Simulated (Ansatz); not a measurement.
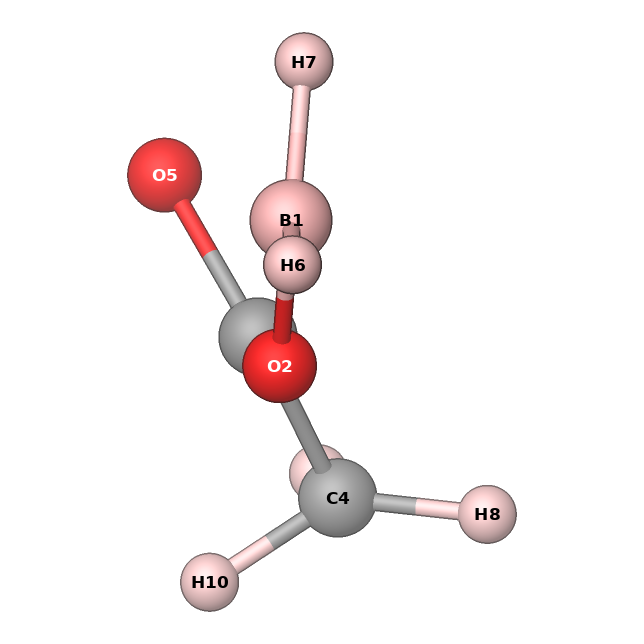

Simulated data, not a measurement (program: Ansatz).

C3 lies behind O2. The molecule seen nearly along the O2–C3 bond, O2 in front. Depth is shown by fading: the farther an atom, the more it takes the colour of the background. Geometry: moved along internal coordinates away from the minimum.

Question: What is the torsion angle B1–O2–C3–O5? The sign is positive where the front bond must turn clockwise to cover the back bond.

Answer: −29°, synperiplanar.
